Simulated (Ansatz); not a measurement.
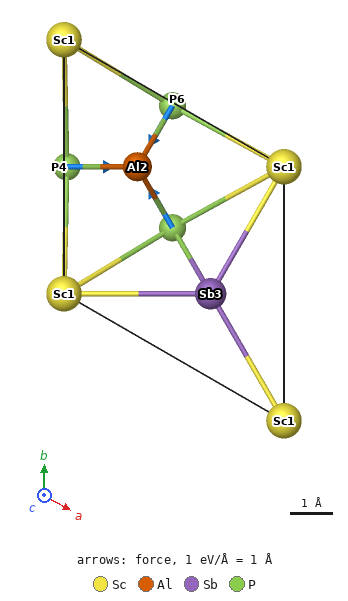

Starting geometry of solid ScAlSbP₃ (a generated structure, set up in P-6m2) (coarse preliminary run) with the computed forces as blue arrows. The picture is a ball-and-stick view of the cell of the calculation, seen along the c axis.

All numbers below come from DFT PBE, scalar-relativistic, plane waves, PAW in Ansatz 0.2.0. Set-up: plane-wave cutoff 420 eV; k-point mesh 3 × 3 × 4; occupations gaussian; smearing width 0.1 eV; no spin polarisation; cell and atoms relaxed; force threshold 0.04 eV/Å; at most 70 steps.

Question: What follows when this structure is relaxed?

Answer: It isn't relaxed: the largest force vector, on P atoms, is 1.17 eV/Å. The atoms end up moving mostly along the starting forces (cosine between the two patterns 1.00). The largest moves relative to the cell, 0.13 Å, are those of P atoms. Al and Sb and Sc stay in place. Cell: a = b 6.185 → 6.086 Å (−1.6 %), c 3.857 → 3.847 Å (−0.3 %). Volume −3.4 %. Some distances before and after: Al–P 2.582 → 2.474 Å, P–Sb 2.676 → 2.744 Å, Sb–Sc 3.571 → 3.514 Å, P–Sc 3.645 → 3.606 Å. Among the angles between lasting bonds that change: Al–P–Al 96.7° → 102.1°, P–Al–P 96.7° → 102.1°, Al–P–Sb 177.8° → 173.5°. The space group stays P-6m2 (No. 187). Over 2 accepted moves (3 points after the start) the energy falls by 0.257 eV per cell of the calculation. Largest force component: 1.2 eV/Å at the start, 0.029 eV/Å at the end. The pressure goes from −1.92 to 0.26 GPa. At 1 point the geometry stayed and the basis and grid were re-selected for the new cell (energy shift of 0.7 meV per cell of the calculation at most each time).

Limits of the set-up: the k-point mesh is coarse for a cell with partly filled bands.
